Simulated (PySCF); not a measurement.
# Cr2O7 (-2): electronic excitations at several levels of theory

Aim: compute the electronic excitations of Cr2O7 (-2) (`[O]=[Cr](=[O])([O-])[O][Cr](=[O])(=[O])[O-]`) at several levels, and see how far they spread and what each costs.

The runs use PySCF 2.14.0, with density-fitted response routines of our own; the level of theory stands in each step. All values are computed, except where a source is named. Atoms count from 0, in the outputs and in this text.

### 1 The starting structure

9 atoms, charge -2, multiplicity 1; geometry from: GFN2-xTB.

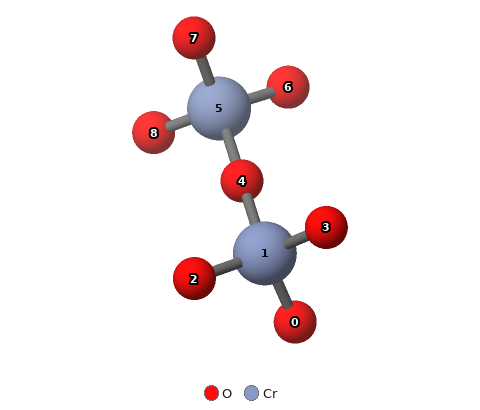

As it starts; oxygen red, chromium light blue, atoms numbered; sticks join atoms by distance.

### 2 Optimising the geometry at PBE0-D3(BJ)/def2-SVP

Job settings and geometry (Å):

```
{"job": {"xc": "PBE0", "basis": "def2-SVP", "d3": "d3bj", "grid": 2, "kind": "geom"}, "charge": -2, "multiplicity": 1}
O      2.489600    -0.655150    -1.000950
Cr     1.587220    -0.725290     0.307260
O      1.425370    -2.250170     0.730940
O      2.331840     0.050690     1.479580
O      0.000030     0.000340     0.000680
Cr    -1.587170     0.725370    -0.307360
O     -1.420640     2.218860    -0.829250
O     -2.452410     0.747770     1.027490
O     -2.373760    -0.112010    -1.407820
```

The log of the run:

```text
step   0  E = -2613.97387714  max force = 0.008384
step   1  E = -2613.97480221  max force = 0.001807
step   2  E = -2613.97481971  max force = 0.000445
step   3  E = -2613.97464896  max force = 0.008309
step   4  E = -2613.97481704  max force = 0.003570
step   5  E = -2613.97484404  max force = 0.000320
step   6  E = -2613.97484726  max force = 0.000421
optimisation converged
```

Wall time 92 s (8 threads of Arm Neoverse V2, shared host).

Along the way: (the energy doesn't fall at every step)

```
step  energy from step 0 (eV)  largest force component (eV/Å)
   0                   0.0000                          0.4311
   1                  -0.0252                          0.0929
   2                  -0.0256                          0.0229
   3                  -0.0210                          0.4273
   4                  -0.0256                          0.1836
   5                  -0.0263                          0.0165
   6                  -0.0264                          0.0216
```

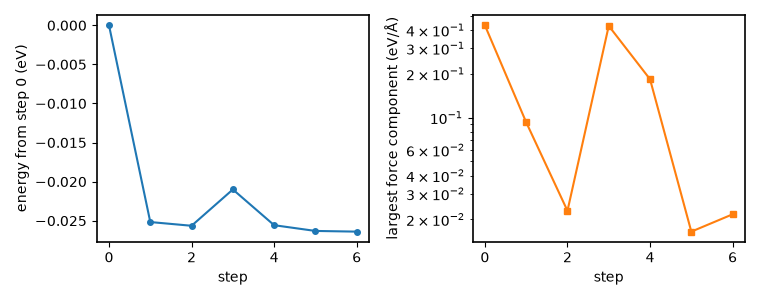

Energy and largest force along the relaxation.

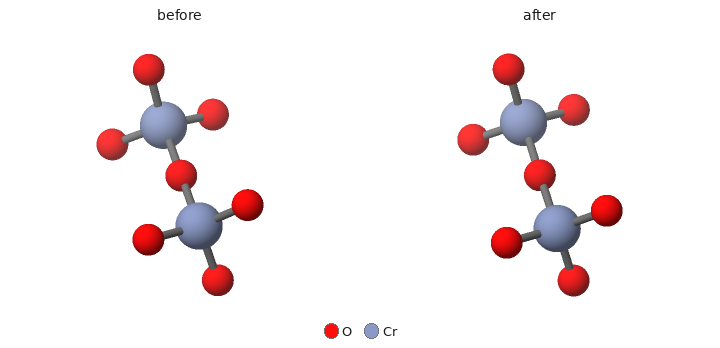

The geometry before (left) and after (right).

Close pairs (by a distance rule), those that changed most:

```
  bond  before (Å)  after (Å)  change (Å)
Cr1–O4       1.772      1.752      -0.020
O4–Cr5       1.772      1.753      -0.019
O0–Cr1       1.591      1.583      -0.008
Cr5–O7       1.591      1.583      -0.008
Cr5–O8       1.591      1.583      -0.008
Cr1–O3       1.591      1.583      -0.008
Cr1–O2       1.591      1.583      -0.007
Cr5–O6       1.591      1.584      -0.007
```

The final coordinates are the input of the step that follows.

```
                         at the end point                value
  point group (found at 0.08 Å tolerance)                  D3d
rotational constants (GHz, main isotopes)  2.368, 0.545, 0.545
```

### 3 TDDFT and polarisability: CAM-B3LYP/def2-SVPD

Job settings and geometry (Å):

```
{"job": {"kind": "uv", "xc": "CAM-B3LYP", "basis": "def2-SVPD", "nstates": 12, "ntriplets": 4}, "charge": -2, "multiplicity": 1}
O      2.437749    -0.802306    -0.916995
Cr     1.516143    -0.797198     0.369888
O      1.226690    -2.289778     0.812467
O      2.260458    -0.037644     1.542799
O      0.005793     0.014103     0.007312
Cr    -1.515132     0.799284    -0.368943
O     -1.243711     2.282322    -0.853994
O     -2.427541     0.828768     0.924329
O     -2.260370     0.002859    -1.516293
```

Level: TDDFT CAM-B3LYP/def2-SVPD, vertical, gas phase, core orbitals frozen in the response.

The log of the run:

```text
coarse grid: 51168 points
cycle   1  E = -2614.1821070969  dE =  5.049e-01  |g| = 2.169e+00  |ddm| = 7.101e+00
cycle   2  E = -2602.4090746699  dE =  1.177e+01  |g| = 9.032e+00  |ddm| = 1.812e+01
cycle   3  E = -2614.7596551804  dE = -1.235e+01  |g| = 1.003e+00  |ddm| = 1.716e+01
cycle   4  E = -2614.9285425605  dE = -1.689e-01  |g| = 4.305e-01  |ddm| = 1.724e+00
cycle   5  E = -2614.9552890498  dE = -2.675e-02  |g| = 1.832e-01  |ddm| = 5.445e-01
cycle   6  E = -2614.9612446585  dE = -5.956e-03  |g| = 2.519e-02  |ddm| = 3.397e-01
cycle   7  E = -2614.9613435465  dE = -9.889e-05  |g| = 8.686e-03  |ddm| = 3.494e-02
cycle   8  E = -2614.9613504630  dE = -6.917e-06  |g| = 6.244e-03  |ddm| = 1.035e-02
cycle   9  E = -2614.9613562650  dE = -5.802e-06  |g| = 2.428e-03  |ddm| = 6.392e-03
final grid: 104968 points
cycle  10  E = -2614.9615126761  dE =  8.944e-06  |g| = 7.821e-03  |ddm| = 8.124e-03
cycle  11  E = -2614.9613932229  dE =  1.195e-04  |g| = 2.835e-02  |ddm| = 2.622e-02
cycle  12  E = -2614.9615201339  dE = -1.269e-04  |g| = 4.204e-03  |ddm| = 2.207e-02
cycle  13  E = -2614.9615231406  dE = -3.007e-06  |g| = 1.365e-04  |ddm| = 3.175e-03
cycle  14  E = -2614.9615231480  dE = -7.336e-09  |g| = 1.425e-04  |ddm| = 3.752e-04
cycle  15  E = -2614.9615231550  dE = -7.073e-09  |g| = 5.321e-05  |ddm| = 2.499e-04
cycle  16  E = -2614.9615231559  dE = -8.640e-10  |g| = 3.116e-05  |ddm| = 1.020e-04
converged SCF energy = -2614.9615231559

Static polarisability (au): isotropic 112.115, principal 101.138 101.199 134.007

Singlet excitations
state   eV       nm        f      main configurations
  1   3.3804    366.8   0.00082   H-3->L 0.48, H-2->L+6 0.23
  2   3.3818    366.6   0.00083   H-3->L+1 0.49, H-2->L+5 0.25
  3   3.4210    362.4   0.00000   H-2->L 0.55, H-3->L+6 0.26
  4   3.4225    362.3   0.00000   H-2->L+1 0.55, H-3->L+5 0.28
  5   3.7140    333.8   0.00000   H->L 0.38, H-1->L+1 0.38
  6   3.9387    314.8   0.11092   H->L+1 0.33, H-1->L 0.32, H-5->L+5 0.09
  7   3.9920    310.6   0.01257   H-1->L+1 0.18, H->L 0.18, H-3->L+1 0.12
  8   3.9923    310.6   0.00730   H-1->L 0.15, H->L+1 0.14, H-1->L+5 0.12
  9   3.9943    310.4   0.00996   H-1->L+1 0.12, H->L 0.12, H->L+6 0.10
 10   4.1560    298.3   0.00001   H-4->L 0.23, H-5->L+1 0.23, H->L+5 0.17
 11   4.2776    289.8   0.00000   H-4->L+1 0.15, H-5->L 0.15, H->L+5 0.11
 12   4.2795    289.7   0.00001   H-5->L+1 0.15, H-4->L 0.15, H-1->L+5 0.11

Triplet excitations (Tamm-Dancoff, eV): 3.0461 3.0473 3.0554 3.0566
```

Wall time 94 s (8 threads of Arm Neoverse V2, shared host).

The orbitals next to the gap, with their largest atomic shares:

```
orbital     eV                        atoms
 HOMO−3  -1.38    O7 17 %, O6 17 %, O8 17 %
 HOMO−2  -1.37    O2 17 %, O3 17 %, O0 17 %
 HOMO−1  -1.33    O4 35 %, O3 18 %, O8 18 %
   HOMO  -1.32    O4 35 %, O0 16 %, O7 16 %
   LUMO   6.32   Cr5 30 %, Cr1 30 %, O8 9 %
 LUMO+1   6.32  Cr5 30 %, Cr1 30 %, O0 10 %
 LUMO+2   6.68           Cr5 40 %, Cr1 40 %
```

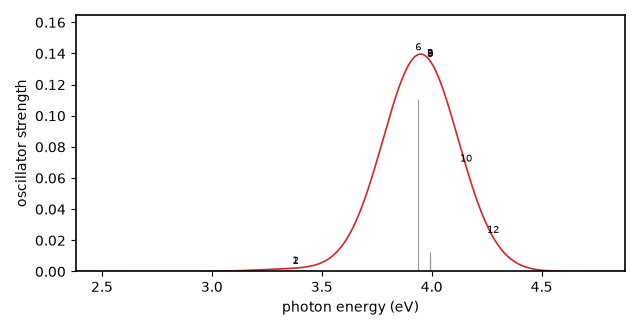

Absorption spectrum from the 12 singlet states computed; above the last one it falls off for lack of states. Lines are broadened to a width of 0.40 eV (Gaussian).

Further results of this job:

```
           property  computed
polarisability (Å³)     16.61
 HOMO–LUMO gap (eV)      7.65
      −ε(HOMO) (eV)      1.32
```

### 4 Ultraviolet spectrum: PBE0/def2-SVPD

Same as in step 3 but for these lines:

```diff
@@ -1,2 +1,2 @@
-{"job": {"kind": "uv", "xc": "CAM-B3LYP", "basis": "def2-SVPD", "nstates": 12, "ntriplets": 4}, "charge": -2, "multiplicity": 1}
+{"job": {"kind": "uv", "xc": "PBE0", "basis": "def2-SVPD", "nstates": 12, "ntriplets": 4}, "charge": -2, "multiplicity": 1}
 O      2.437749    -0.802306    -0.916995
```

Level: TDDFT PBE0/def2-SVPD, vertical, gas phase, core orbitals frozen in the response.

The log of the run:

```text
coarse grid: 51168 points
cycle   1  E = -2613.5028970531  dE =  5.979e-01  |g| = 1.798e+00  |ddm| = 7.230e+00
cycle   2  E = -2604.0265519244  dE =  9.476e+00  |g| = 8.118e+00  |ddm| = 1.298e+01
cycle   3  E = -2613.6607778778  dE = -9.634e+00  |g| = 1.362e+00  |ddm| = 1.304e+01
cycle   4  E = -2613.9945666603  dE = -3.338e-01  |g| = 5.490e-01  |ddm| = 2.190e+00
cycle   5  E = -2614.0375891221  dE = -4.302e-02  |g| = 2.541e-01  |ddm| = 7.087e-01
cycle   6  E = -2614.0493231013  dE = -1.173e-02  |g| = 3.155e-02  |ddm| = 3.547e-01
cycle   7  E = -2614.0494216670  dE = -9.857e-05  |g| = 1.957e-02  |ddm| = 3.320e-02
cycle   8  E = -2614.0494848309  dE = -6.316e-05  |g| = 4.986e-03  |ddm| = 1.552e-02
cycle   9  E = -2614.0494851859  dE = -3.550e-07  |g| = 4.493e-03  |ddm| = 6.143e-03
cycle  10  E = -2614.0494887909  dE = -3.605e-06  |g| = 8.872e-04  |ddm| = 3.651e-03
final grid: 104968 points
cycle  11  E = -2614.0497081618  dE =  2.648e-06  |g| = 4.241e-03  |ddm| = 5.942e-03
cycle  12  E = -2614.0496257794  dE =  8.238e-05  |g| = 2.332e-02  |ddm| = 2.833e-02
cycle  13  E = -2614.0497108167  dE = -8.504e-05  |g| = 1.017e-03  |ddm| = 2.493e-02
cycle  14  E = -2614.0497110186  dE = -2.019e-07  |g| = 1.542e-04  |ddm| = 9.812e-04
cycle  15  E = -2614.0497110218  dE = -3.201e-09  |g| = 8.762e-05  |ddm| = 2.168e-04
cycle  16  E = -2614.0497110229  dE = -1.150e-09  |g| = 4.375e-05  |ddm| = 9.395e-05
cycle  17  E = -2614.0497110231  dE = -1.473e-10  |g| = 3.245e-05  |ddm| = 5.265e-05
cycle  18  E = -2614.0497110233  dE = -2.019e-10  |g| = 7.437e-06  |ddm| = 3.447e-05
converged SCF energy = -2614.0497110233

Static polarisability (au): isotropic 112.274, principal 100.232 100.291 136.298

Singlet excitations
state   eV       nm        f      main configurations
  1   3.4400    360.4   0.00067   H-1->L 0.56, H->L+3 0.17
  2   3.4414    360.3   0.00067   H-1->L+1 0.54, H->L+4 0.17
  3   3.4863    355.6   0.00000   H->L 0.66, H-1->L+3 0.19
  4   3.4878    355.5   0.00000   H->L+1 0.66, H-1->L+4 0.18
  5   3.6944    335.6   0.00000   H-2->L 0.44, H-3->L+1 0.44
  6   3.9228    316.1   0.01239   H-1->L+1 0.20, H-2->L+1 0.19, H-3->L 0.19
  7   3.9243    315.9   0.01245   H-3->L+1 0.19, H-2->L 0.19, H-1->L 0.19
  8   3.9756    311.9   0.12331   H-3->L 0.39, H-2->L+1 0.38
  9   4.0677    304.8   0.00001   H-2->L+3 0.28, H-3->L+4 0.27, H-5->L 0.17
 10   4.2224    293.6   0.00001   H-4->L 0.27, H-5->L+1 0.27, H-3->L+3 0.15
 11   4.2341    292.8   0.00000   H-1->L+2 0.83
 12   4.2355    292.7   0.00000   H->L+2 0.80

Triplet excitations (Tamm-Dancoff, eV): 3.0844 3.0855 3.0959 3.0970
```

Run time: 75 s. Hardware: 8 threads of Arm Neoverse V2, shared host.

In short: HOMO 0.09 eV, LUMO 5.33 eV; lowest singlet 3.44 eV.

### 5 TDDFT and polarisability: PBE/def2-SVPD

Same as in step 4 but for these lines:

```diff
@@ -1,2 +1,2 @@
-{"job": {"kind": "uv", "xc": "PBE0", "basis": "def2-SVPD", "nstates": 12, "ntriplets": 4}, "charge": -2, "multiplicity": 1}
+{"job": {"kind": "uv", "xc": "PBE", "basis": "def2-SVPD", "nstates": 12, "ntriplets": 4}, "charge": -2, "multiplicity": 1}
 O      2.437749    -0.802306    -0.916995
```

Level: TDDFT PBE/def2-SVPD, vertical, gas phase, core orbitals frozen in the response.

The log of the run:

```text
coarse grid: 51168 points
cycle   1  E = -2613.8168498625  dE =  7.714e-01  |g| = 1.441e+00  |ddm| = 7.750e+00
cycle   2  E = -2608.0188812942  dE =  5.798e+00  |g| = 4.621e+00  |ddm| = 1.179e+02
cycle   3  E = -2613.6490095957  dE = -5.630e+00  |g| = 1.781e+00  |ddm| = 1.194e+02
cycle   4  E = -2613.9943389548  dE = -3.453e-01  |g| = 1.214e+00  |ddm| = 3.055e+00
cycle   5  E = -2614.2422896933  dE = -2.480e-01  |g| = 2.756e-01  |ddm| = 1.051e+00
cycle   6  E = -2614.2562842864  dE = -1.399e-02  |g| = 8.623e-02  |ddm| = 7.166e-01
cycle   7  E = -2614.2573641864  dE = -1.080e-03  |g| = 3.300e-02  |ddm| = 1.577e-01
cycle   8  E = -2614.2567156701  dE =  6.485e-04  |g| = 6.999e-02  |ddm| = 7.630e-02
cycle   9  E = -2614.2575250868  dE = -8.094e-04  |g| = 1.666e-02  |ddm| = 4.891e-02
cycle  10  E = -2614.2575627375  dE = -3.765e-05  |g| = 7.249e-03  |ddm| = 1.292e-02
cycle  11  E = -2614.2575708009  dE = -8.063e-06  |g| = 2.152e-03  |ddm| = 6.616e-03
final grid: 104968 points
cycle  12  E = -2614.2578281620  dE =  3.075e-05  |g| = 1.256e-02  |ddm| = 1.380e-02
cycle  13  E = -2614.2566754732  dE =  1.153e-03  |g| = 7.758e-02  |ddm| = 7.110e-02
cycle  14  E = -2614.2578427027  dE = -1.167e-03  |g| = 1.011e-02  |ddm| = 6.269e-02
cycle  15  E = -2614.2578593850  dE = -1.668e-05  |g| = 1.850e-03  |ddm| = 8.137e-03
cycle  16  E = -2614.2578599833  dE = -5.982e-07  |g| = 2.281e-04  |ddm| = 1.980e-03
cycle  17  E = -2614.2578599812  dE =  2.065e-09  |g| = 2.651e-04  |ddm| = 3.762e-04
cycle  18  E = -2614.2578599918  dE = -1.059e-08  |g| = 1.258e-04  |ddm| = 2.140e-04
cycle  19  E = -2614.2578599929  dE = -1.082e-09  |g| = 9.250e-05  |ddm| = 1.012e-04
cycle  20  E = -2614.2578599942  dE = -1.343e-09  |g| = 2.884e-05  |ddm| = 8.611e-05
cycle  21  E = -2614.2578599944  dE = -1.437e-10  |g| = 6.945e-06  |ddm| = 3.378e-05
converged SCF energy = -2614.2578599944

Static polarisability (au): isotropic 121.284, principal 106.148 106.207 151.497

Singlet excitations
state   eV       nm        f      main configurations
  1   3.0492    406.6   0.00101   H-1->L 0.91
  2   3.0500    406.5   0.00101   H-1->L+1 0.90
  3   3.0532    406.1   0.00002   H->L 0.95
  4   3.0538    406.0   0.00001   H->L+1 0.96
  5   3.1918    388.4   0.00000   H-2->L 0.51, H-3->L+1 0.48
  6   3.2828    377.7   0.00382   H-2->L+1 0.29, H-3->L 0.29, H-3->L+1 0.14
  7   3.2838    377.6   0.00384   H-3->L+1 0.30, H-2->L 0.28, H-3->L 0.13
  8   3.5625    348.0   0.00003   H->L+2 0.93
  9   3.5759    346.7   0.00000   H-1->L+2 0.96
 10   3.6101    343.4   0.13099   H-3->L 0.46, H-2->L+1 0.46
 11   3.6662    338.2   0.00001   H-1->L+4 0.82
 12   3.6671    338.1   0.00000   H-1->L+3 0.84

Triplet excitations (Tamm-Dancoff, eV): 2.8402 2.8405 2.8427 2.8432
```

It took 42 s on 8 threads of Arm Neoverse V2, shared host.

Key values: HOMO 1.68 eV, LUMO 4.65 eV; lowest singlet 3.05 eV.

### 6 Excited states and response: B3LYP/def2-SVPD

Same as in step 5 but for these lines:

```diff
@@ -1,2 +1,2 @@
-{"job": {"kind": "uv", "xc": "PBE", "basis": "def2-SVPD", "nstates": 12, "ntriplets": 4}, "charge": -2, "multiplicity": 1}
+{"job": {"kind": "uv", "xc": "B3LYP", "basis": "def2-SVPD", "nstates": 12, "ntriplets": 4}, "charge": -2, "multiplicity": 1}
 O      2.437749    -0.802306    -0.916995
```

Method: TDDFT B3LYP/def2-SVPD, vertical, gas phase, core orbitals frozen in the response.

The log of the run:

```text
coarse grid: 51168 points
cycle   1  E = -2614.5104276237  dE =  7.176e-01  |g| = 1.878e+00  |ddm| = 7.318e+00
cycle   2  E = -2603.8755245183  dE =  1.063e+01  |g| = 8.483e+00  |ddm| = 1.376e+01
cycle   3  E = -2614.5336409396  dE = -1.066e+01  |g| = 1.654e+00  |ddm| = 1.435e+01
cycle   4  E = -2615.0374115705  dE = -5.038e-01  |g| = 6.448e-01  |ddm| = 2.653e+00
cycle   5  E = -2615.0881715018  dE = -5.076e-02  |g| = 3.597e-01  |ddm| = 8.433e-01
cycle   6  E = -2615.1114322787  dE = -2.326e-02  |g| = 6.380e-02  |ddm| = 4.611e-01
cycle   7  E = -2615.1119190641  dE = -4.868e-04  |g| = 2.910e-02  |ddm| = 5.119e-02
cycle   8  E = -2615.1120649128  dE = -1.458e-04  |g| = 8.186e-03  |ddm| = 2.171e-02
cycle   9  E = -2615.1120638145  dE =  1.098e-06  |g| = 8.331e-03  |ddm| = 8.929e-03
cycle  10  E = -2615.1120749485  dE = -1.113e-05  |g| = 1.605e-03  |ddm| = 6.398e-03
cycle  11  E = -2615.1120753289  dE = -3.804e-07  |g| = 3.425e-04  |ddm| = 1.616e-03
final grid: 104968 points
cycle  12  E = -2615.1122637235  dE =  2.231e-07  |g| = 1.452e-03  |ddm| = 8.006e-03
cycle  13  E = -2615.1122548774  dE =  8.846e-06  |g| = 7.487e-03  |ddm| = 9.780e-03
cycle  14  E = -2615.1122638366  dE = -8.959e-06  |g| = 1.188e-03  |ddm| = 8.498e-03
cycle  15  E = -2615.1122640919  dE = -2.553e-07  |g| = 9.894e-05  |ddm| = 9.503e-04
cycle  16  E = -2615.1122640929  dE = -9.977e-10  |g| = 6.655e-05  |ddm| = 1.881e-04
cycle  17  E = -2615.1122640938  dE = -8.786e-10  |g| = 1.186e-05  |ddm| = 6.757e-05
converged SCF energy = -2615.1122640938

Static polarisability (au): isotropic 114.722, principal 102.030 102.089 140.046

Singlet excitations
state   eV       nm        f      main configurations
  1   3.3596    369.0   0.00063   H-1->L 0.58, H->L+3 0.14
  2   3.3609    368.9   0.00064   H-1->L+1 0.57, H->L+4 0.14
  3   3.4065    364.0   0.00000   H->L 0.71, H-1->L+3 0.15
  4   3.4078    363.8   0.00000   H->L+1 0.71, H-1->L+4 0.15
  5   3.5626    348.0   0.00000   H-2->L 0.46, H-3->L+1 0.46
  6   3.7725    328.7   0.01129   H-1->L+1 0.21, H-2->L+1 0.21, H-3->L 0.21
  7   3.7739    328.5   0.01133   H-3->L+1 0.21, H-1->L 0.21, H-2->L 0.21
  8   3.8711    320.3   0.12567   H-3->L 0.41, H-2->L+1 0.40
  9   3.9737    312.0   0.00001   H-2->L+3 0.29, H-3->L+4 0.29, H-5->L 0.16
 10   4.0887    303.2   0.00000   H->L+2 0.88
 11   4.0914    303.0   0.00000   H-1->L+2 0.91
 12   4.1328    300.0   0.00001   H-4->L 0.28, H-5->L+1 0.27, H-3->L+3 0.15

Triplet excitations (Tamm-Dancoff, eV): 3.0316 3.0326 3.0418 3.0428
```

It took 71 s on 8 threads of Arm Neoverse V2, shared host.

In short: HOMO 0.33 eV, LUMO 5.08 eV; lowest singlet 3.36 eV.

### 7 Comparing the runs: electronic excitations

Excitations and ground-state properties, with basis size and wall time:

```
                run  lowest singlet (eV)  brightest (eV)      f  gap (eV)  α (Å³)  functions  time
CAM-B3LYP/def2-SVPD                 3.38            3.94  0.111      7.65   16.61        229  94 s
     PBE0/def2-SVPD                 3.44            3.98  0.123      5.24   16.64        229  75 s
      PBE/def2-SVPD                 3.05            3.61  0.131      2.98   17.97        229  42 s
    B3LYP/def2-SVPD                 3.36            3.87  0.126      4.75   17.00        229  71 s
```

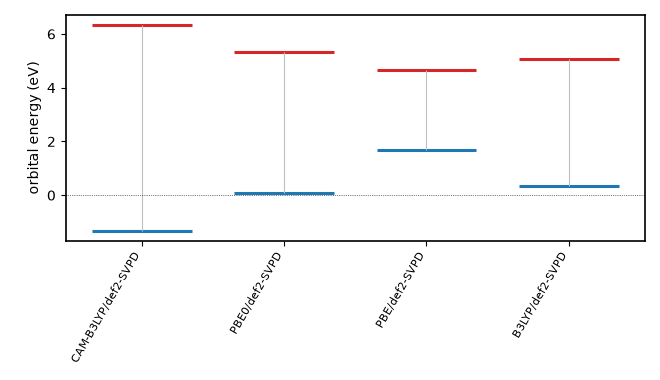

HOMO (blue) and LUMO (red) run by run.

### 8 What came out

| quantity | value |
| --- | --- |
| point group | D3d |
| rotational constants (main isotopes) | 2.37, 0.55, 0.55 GHz |
| lowest singlet (CAM-B3LYP/def2-SVPD) | 3.38 eV (367 nm), f = 0.001 |
| brightest single state of those computed | state 6, 3.94 eV, f = 0.111 |
| lowest triplet | 3.05 eV |
| range of the lowest singlet | 3.05 to 3.44 eV |

**Reading.** Single values in the summary come from the first sound run of each kind (CAM-B3LYP/def2-SVPD), which need not be the best level. Relaxing lowered the energy by 0.026 eV in 6 steps; the close pair that moved most is Cr1–O4, from 1.772 to 1.752 Å. The first singlet state (HOMO−3→LUMO 0.48, HOMO−2→LUMO+6 0.23) lies at 3.38 eV and is dark; of the 12 states computed, the strongest absorption comes from state 6 at 3.94 eV. The lowest triplet lies 0.33 eV below the lowest singlet (triplets in Tamm-Dancoff, singlets in full TDDFT). The lowest singlet lies above −ε(HOMO); no detachment energy was computed, so the anion's states may not be bound. The lowest singlet runs from 3.05 eV (PBE/def2-SVPD) to 3.44 eV (PBE0/def2-SVPD), while the orbital gap spans 2.98 to 7.65 eV: the excitation energy moves far less from run to run than the orbital gap does. The lowest state need not be the same one in every run. At PBE0/def2-SVPD the HOMO lies above zero (+0.09 eV), as often for anions in the gas phase: self-interaction error lifts it, or the electron is held by the finite basis alone; counter-ions and solvent are missing.
